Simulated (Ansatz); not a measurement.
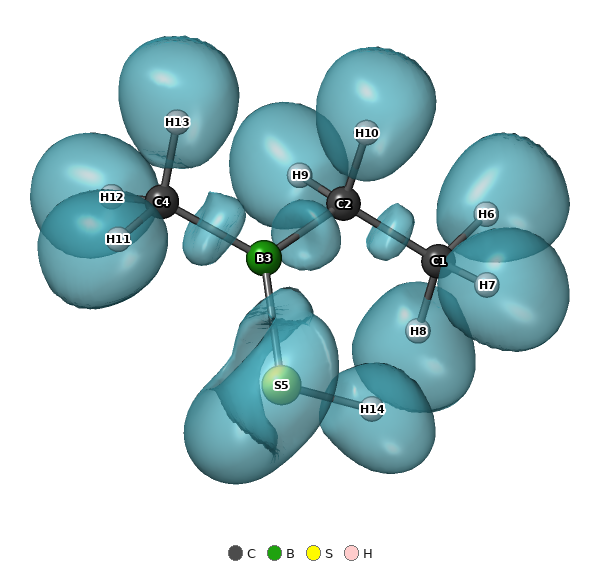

Figure 1: C3H9BS (SMILES CCB(C)S). Isosurface of the electron localisation function at 0.85 (cyan), seen at a tilt. Only the valence region is drawn (cores and ρ < 0.01 e/Å³ removed).

Geometry: PBE0-D4/def2-TZVP.

Level of theory: RKS PBE0-D4/def2-TZVPP (Ansatz).

```yaml
atoms:
  - { symbol: C, position_ang: [-0.9375, 1.6965, -0.1287] }
  - { symbol: C, position_ang: [0.0278, 0.6892, 0.4748] }
  - { symbol: B, position_ang: [0.2298, -0.7098, -0.2128] }
  - { symbol: C, position_ang: [1.1472, -1.7937, 0.4574] }
  - { symbol: S, position_ang: [-0.5505, -1.1814, -1.7580] }
  - { symbol: H, position_ang: [-0.9793, 2.6170, 0.4586] }
  - { symbol: H, position_ang: [-0.6422, 1.9764, -1.1439] }
  - { symbol: H, position_ang: [-1.9545, 1.2976, -0.1781] }
  - { symbol: H, position_ang: [-0.2429, 0.4878, 1.5209] }
  - { symbol: H, position_ang: [1.0314, 1.1330, 0.5505] }
  - { symbol: H, position_ang: [1.3696, -2.6589, -0.1697] }
  - { symbol: H, position_ang: [0.6526, -2.1636, 1.3639] }
  - { symbol: H, position_ang: [2.0931, -1.3553, 0.7915] }
  - { symbol: H, position_ang: [-1.2578, -0.0642, -1.9976] }
```

### Describe the localisation domains.

The surface consists of two regions between bonded B–C atoms (shared pairs), one region between bonded C–C atoms (shared pairs), nine regions around hydrogen nuclei and one region on S in which the atom's valence shell and bonds are merged. Profiles from the grid: C–C (1.52 Å): the ELF peaks at about 0.95 between the atoms; localised, covalent bonding. C–B (1.57 Å): the ELF peaks at about 0.95 between the atoms (localised, covalent bonding).
